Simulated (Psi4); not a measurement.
**Single-point calculation of GeBH$_{3}$Cl$_{2}$ (charge +1)**

System: GeBH$_{3}$Cl$_{2}$, charge +1, multiplicity 2.
Method: B3LYP/cc-pVDZ, UKS (Psi4 1.11).

The geometry is that of the parent species in another charge or spin state. The geometry comes from this level: PBE0-D4/def2-TZVP.

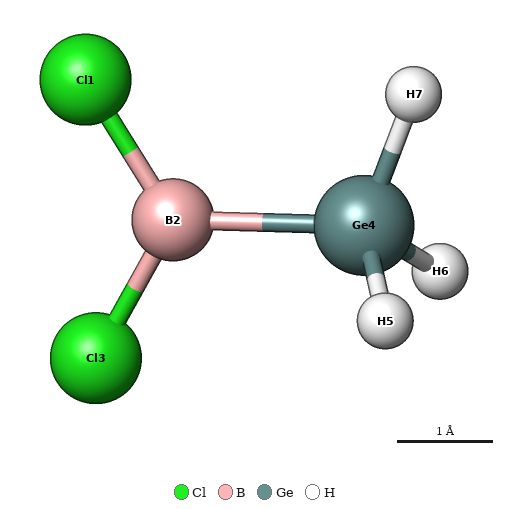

*The structure (ball-and-stick view, seen at a tilt; atoms are numbered from 1 in the order of the input). Sticks mark near contacts.*

### Input file (job.in)
```
memory 1600 MB

molecule geom {
  1 2
  Cl     1.749500    -1.428200     1.208700
  B      0.206400    -1.021900     0.511500
  Cl    -1.082400    -2.191800     0.604700
  Ge    -0.123100     0.798500    -0.412200
  H     -0.556200     0.560600    -1.868300
  H     -1.266100     1.534300     0.306700
  H      1.133300     1.680500    -0.396700
  units angstrom
  symmetry c1
}

set basis cc-pVDZ
set reference uks
set puream true
set scf_type pk
set dft_radial_points 25
set dft_spherical_points 50
set maxiter 100

energy("b3lyp")
print_variables()
```

Launch command:
```bash
psi4 job.in job.out -n 1
```

### Output
```
Psi4 1.11 release

   => Loading Basis Set <=

    Name: CC-PVDZ
    Role: ORBITAL
    Keyword: BASIS

         ---------------------------------------------------------
                                   SCF
                              UKS Reference
                        1 Threads,   1525 MiB Core
         ---------------------------------------------------------

  ==> Geometry <==

    Molecular point group: c1
    Full point group: C1

    Geometry (in Angstrom), charge = 1, multiplicity = 2:

       Center              X                  Y                   Z               Mass
    ------------   -----------------  -----------------  -----------------  -----------------
         CL           1.649393677333    -0.953148619288     0.976896476741    34.968852682000
         B            0.106293677333    -0.546848619288     0.279696476741    11.009305360000
         CL          -1.182506322667    -1.716748619288     0.372896476741    34.968852682000
         GE          -0.223206322667     1.273551380712    -0.644003523259    73.921177761000
         H           -0.656306322667     1.035651380712    -2.100103523259     1.007825032230
         H           -1.366206322667     2.009351380712     0.074896476741     1.007825032230
         H            1.033193677333     2.155551380712    -0.628503523259     1.007825032230

  Running in c1 symmetry.

  Rotational constants: A =      0.10339  B =      0.05051  C =      0.03436 [cm^-1]
  Rotational constants: A =   3099.62230  B =   1514.23746  C =   1030.19619 [MHz]
  Nuclear repulsion =  367.128455884468622

  Charge       = 1
  Multiplicity = 2
  Electrons    = 73
  Nalpha       = 37
  Nbeta        = 36

  ==> Algorithm <==

  SCF Algorithm Type is PK.
  DIIS enabled.
  MOM disabled.
  Fractional occupation disabled.
  Guess Type is SAD.
  Energy threshold   = 1.00e-06
  Density threshold  = 1.00e-06
  Integral threshold = 1.00e-12

  ==> Primary Basis <==

  Basis Set: CC-PVDZ
    Blend: CC-PVDZ
    Number of shells: 42
    Number of basis functions: 92
    Number of Cartesian functions: 97
    Spherical Harmonics?: true
    Max angular momentum: 2

  ==> DFT Potential <==

   => LibXC <=

    Version 7.1.2

   => Composite Functional: B3LYP <=

    B3LYP Hyb-GGA Exchange-Correlation Functional

    Deriv               =              1
    GGA                 =           TRUE
    Meta                =          FALSE

    Exchange Hybrid     =           TRUE
    MP2 Hybrid          =          FALSE

   => Exchange Functionals <=

    0.0800   Slater exchange
    0.7200         Becke 88

   => Exact (HF) Exchange <=

    0.2000               HF

   => Correlation Functionals <=

    0.1900   Vosko, Wilk & Nusair (VWN5_RPA)
    0.8100   Lee, Yang & Parr

   => LibXC Density Thresholds  <==

    XC_HYB_GGA_XC_B3LYP:  1.00E-15

   => Molecular Quadrature <=

    Radial Scheme          =       TREUTLER
    Pruning Scheme         =           NONE
    Nuclear Scheme         =       TREUTLER

    Blocking Scheme        =         OCTREE
    BS radius alpha        =              1
    Pruning alpha          =              1
    Radial Points          =             25
    Spherical Points       =             50
    Total Points           =           8447
    Total Blocks           =            102
    Max Points             =            248
    Max Functions          =             92
    Weights Tolerance      =       1.00E-15

  ==> Integral Setup <==

  Using in-core PK algorithm.
   Calculation information:
      Number of atoms:                   7
      Number of AO shells:              42
      Number of primitives:            227
      Number of atomic orbitals:        97
      Number of basis functions:        92

      Integral cutoff                 1.00e-12
      Number of threads:                 1

  Performing in-core PK
  Using 18305562 doubles for integral storage.
  We computed 384805 shell quartets total.
  Whereas there are 408156 unique shell quartets.

  ==> DiskJK: Disk-Based J/K Matrices <==

    J tasked:                  Yes
    K tasked:                  Yes
    wK tasked:                  No
    Memory [MiB]:             1123
    Schwarz Cutoff:          1E-12

  Cached 100.0% of DFT collocation blocks in 0.020 [GiB].

  Minimum eigenvalue in the overlap matrix is 5.3426562443E-03.
  Reciprocal condition number of the overlap matrix is 1.2969989588E-03.
    Using symmetric orthogonalization.

  ==> Pre-Iterations <==

  SCF Guess: Superposition of Atomic Densities via on-the-fly atomic UHF (no occupation information).

   -------------------------
    Irrep   Nso     Nmo
   -------------------------
     A         92      92
   -------------------------
    Total      92      92
   -------------------------

  ==> Iterations <==

                        Total Energy        Delta E     RMS |[F,P]|

   @UKS iter SAD: -3020.74333581603196   -3.02074e+03   0.00000e+00
   @UKS iter   1: -3022.89322173935216   -2.14989e+00   1.32396e-02 ADIIS/DIIS
   @UKS iter   2: -3022.52869829334986    3.64523e-01   1.88107e-02 ADIIS/DIIS
   @UKS iter   3: -3023.73984657409619   -1.21115e+00   2.15431e-03 ADIIS/DIIS
   @UKS iter   4: -3023.76057668132671   -2.07301e-02   1.27005e-03 ADIIS/DIIS
   @UKS iter   5: -3023.76914437423784   -8.56769e-03   6.14275e-04 ADIIS/DIIS
   @UKS iter   6: -3023.77116385130103   -2.01948e-03   1.74493e-04 ADIIS/DIIS
   @UKS iter   7: -3023.77133688677759   -1.73035e-04   7.01702e-05 DIIS
   @UKS iter   8: -3023.77136267893411   -2.57922e-05   4.45319e-05 DIIS
   @UKS iter   9: -3023.77137460275253   -1.19238e-05   7.40049e-06 DIIS
   @UKS iter  10: -3023.77137532991901   -7.27166e-07   3.84127e-06 DIIS
   @UKS iter  11: -3023.77137554092724   -2.11008e-07   1.63873e-06 DIIS
   @UKS iter  12: -3023.77137557456035   -3.36331e-08   7.21485e-07 DIIS
  Energy and wave function converged.

  ==> Post-Iterations <==

   Electrons on quadrature grid:
      Nalpha   =   36.9969936266 ; deviation = -3.006e-03
      Nbeta    =   35.9969481734 ; deviation = -3.052e-03
      Ntotal   =   72.9939418000 ; deviation = -6.058e-03

   @Spin Contamination Metric:   2.501508031E-03
   @S^2 Expected:                7.500000000E-01
   @S^2 Observed:                7.525015080E-01
   @S   Expected:                5.000000000E-01
   @S   Observed:                5.000000000E-01

    Orbital Energies [Eh]
    ---------------------

    Alpha Occupied:

       1A   -399.002833     2A   -101.800501     3A   -101.799060
       4A    -50.056642     5A    -44.575814     6A    -44.573498
       7A    -44.573401     8A     -9.718673     9A     -9.717278
      10A     -7.480767    11A     -7.479375    12A     -7.473776
      13A     -7.472913    14A     -7.472338    15A     -7.471538
      16A     -7.114367    17A     -6.466985    18A     -4.643497
      19A     -4.635429    20A     -4.635184    21A     -1.462833
      22A     -1.459091    23A     -1.458814    24A     -1.452767
      25A     -1.452580    26A     -1.107494    27A     -1.071904
      28A     -0.812519    29A     -0.725801    30A     -0.668433
      31A     -0.629183    32A     -0.609777    33A     -0.559153
      34A     -0.559039    35A     -0.550849    36A     -0.542066
      37A     -0.537739

    Alpha Virtual:

      38A     -0.303162    39A     -0.169580    40A     -0.165344
      41A     -0.137751    42A     -0.122089    43A     -0.104946
      44A     -0.068257    45A      0.004573    46A      0.027802
      47A      0.070094    48A      0.080131    49A      0.095027
      50A      0.100883    51A      0.132073    52A      0.168665
      53A      0.192612    54A      0.242077    55A      0.253885
      56A      0.279476    57A      0.287710    58A      0.293291
      59A      0.302932    60A      0.329600    61A      0.352653
      62A      0.357945    63A      0.370245    64A      0.414980
      65A      0.447625    66A      0.479623    67A      0.491348
      68A      0.505977    69A      0.565130    70A      0.568693
      71A      0.603702    72A      0.605731    73A      0.659387
      74A      0.680249    75A      0.685659    76A      0.715381
      77A      0.802937    78A      0.862743    79A      0.918480
      80A      1.018518    81A      1.027315    82A      1.096525
      83A      1.122511    84A      1.142102    85A      1.194044
      86A      1.274799    87A      1.298249    88A      1.447998
      89A      1.484885    90A      1.591977    91A      1.714190
      92A      1.723951

    Beta Occupied:

       1A   -399.002373     2A   -101.798711     3A   -101.797312
       4A    -50.056318     5A    -44.574639     6A    -44.573301
       7A    -44.573188     8A     -9.716843     9A     -9.715493
      10A     -7.477170    11A     -7.475810    12A     -7.471824
      13A     -7.470476    14A     -7.470309    15A     -7.469003
      16A     -7.110873    17A     -6.466071    18A     -4.640870
      19A     -4.635141    20A     -4.634873    21A     -1.459791
      22A     -1.457573    23A     -1.457338    24A     -1.452539
      25A     -1.452354    26A     -1.097170    27A     -1.060496
      28A     -0.790006    29A     -0.717661    30A     -0.655657
      31A     -0.605840    32A     -0.605038    33A     -0.555170
      34A     -0.550779    35A     -0.544395    36A     -0.527509

    Beta Virtual:

      37A     -0.457463    38A     -0.294072    39A     -0.160279
      40A     -0.154579    41A     -0.131863    42A     -0.119160
      43A     -0.096788    44A     -0.062922    45A      0.009938
      46A      0.029970    47A      0.072099    48A      0.082258
      49A      0.104237    50A      0.105746    51A      0.142716
      52A      0.178895    53A      0.200654    54A      0.250360
      55A      0.257903    56A      0.282789    57A      0.290029
      58A      0.297965    59A      0.309412    60A      0.333866
      61A      0.358908    62A      0.361902    63A      0.372391
      64A      0.425623    65A      0.456435    66A      0.490776
      67A      0.499617    68A      0.518034    69A      0.574552
      70A      0.577474    71A      0.616048    72A      0.617385
      73A      0.665858    74A      0.684978    75A      0.691881
      76A      0.721854    77A      0.809890    78A      0.867787
      79A      0.922641    80A      1.027339    81A      1.032319
      82A      1.101573    83A      1.133487    84A      1.151190
      85A      1.199585    86A      1.280624    87A      1.303683
      88A      1.452837    89A      1.490272    90A      1.597228
      91A      1.719481    92A      1.728711

    Final Occupation by Irrep:
              A
    DOCC [    36 ]
    SOCC [     1 ]
    NA   [    37 ]
    NB   [    36 ]

  @UKS Final Energy: -3023.77137557456035

   => Energetics <=

    Nuclear Repulsion Energy =            367.1284558844686217
    One-Electron Energy =               -4915.0395514009796898
    Two-Electron Energy =                1637.1356240869304202
    DFT Exchange-Correlation Energy =    -112.9959041449796757
    Empirical Dispersion Energy =           0.0000000000000000
    VV10 Nonlocal Energy =                  0.0000000000000000
    Total Energy =                      -3023.7713755745598974

  UHF NO Occupations:
  HONO-2 :   35  A 1.9995703
  HONO-1 :   36  A 1.9994884
  HONO-0 :   37  A 1.0000000
  LUNO+0 :   38  A 0.0005116
  LUNO+1 :   39  A 0.0004297
  LUNO+2 :   40  A 0.0001247
  LUNO+3 :   41  A 0.0000539

Computation Completed

Properties will be evaluated at   0.000000,   0.000000,   0.000000 [a0]

Properties computed using the SCF density matrix

 Multipole Moments:

 ------------------------------------------------------------------------------------
     Multipole            Electronic (a.u.)      Nuclear  (a.u.)        Total (a.u.)
 ------------------------------------------------------------------------------------

 L = 1.  Multiply by 2.5417464519 to convert [e a0] to [Debye]
 Dipole X            :         -0.6290643            0.6361425            0.0070782
 Dipole Y            :          4.0452644           -4.0974891           -0.0522247
 Dipole Z            :         -2.0208803            2.0468366            0.0259563
 Magnitude           :                                                    0.0587473

 ------------------------------------------------------------------------------------

	total time  =         31 seconds =       0.52 minutes

  Variable Map:
  ----------------------------------------------------------------------------
  "CURRENT ENERGY"              =>   -3023.771375574560
  "CURRENT REFERENCE ENERGY"    =>   -3023.771375574560
  "DD SOLVATION ENERGY"         =>       0.000000000000
  "DFT FUNCTIONAL TOTAL ENERGY" =>   -3023.771375574560
  "DFT TOTAL ENERGY"            =>   -3023.771375574560
  "DFT VV10 ENERGY"             =>       0.000000000000
  "DFT XC ENERGY"               =>    -112.995904144980
  "GRID ELECTRONS ALPHA"        =>      36.996993626614
  "GRID ELECTRONS BETA"         =>      35.996948173432
  "GRID ELECTRONS TOTAL"        =>      72.993941800046
  "NUCLEAR REPULSION ENERGY"    =>     367.128455884469
  "ONE-ELECTRON ENERGY"         =>   -4915.039551400980
  "PCM POLARIZATION ENERGY"     =>       0.000000000000
  "PE ENERGY"                   =>       0.000000000000
  "SCF ITERATION ENERGY"        =>   -3023.771375574560
  "SCF ITERATIONS"              =>      12.000000000000
  "SCF TOTAL ENERGY"            =>   -3023.771375574560
  "TWO-ELECTRON ENERGY"         =>    1637.135624086930
  "XC GRID RADIAL POINTS"       =>      25.000000000000
  "XC GRID SPHERICAL POINTS"    =>      50.000000000000
  "XC GRID TOTAL POINTS"        =>    8447.000000000000

  Array Variable Map:
  ----------------------------------------------------------------------------
  "CURRENT DIPOLE"              =>       0.007078222763 ... 0.025956274163 1 by 3
  "SCF DIPOLE"                  =>       0.007078222763 ... 0.025956274163 1 by 3
  "SCF TOTAL ENERGIES"          =>   -3020.743335816032 ... -3023.771375574560 1 by 13

    Psi4 run time: 0:00:30.69
```

### Key numbers

```tsv
quantity	value
outcome	converged
total energy	−3023.771376 hartree
basis functions	92
⟨S²⟩	0.753
hardware	1 thread of Intel Xeon @ 2.60GHz (Ice Lake), 24 GiB of memory available, shared host
wall time	32 s
peak memory	0.57 GiB
```

### Notes

Settings chosen away from the usual ones: grid set to [25, 50] (from [15, 26]); partner set to cation (from base). These settings are looser than, or depart from, a standard set-up, so the numbers are not reference values for this system.
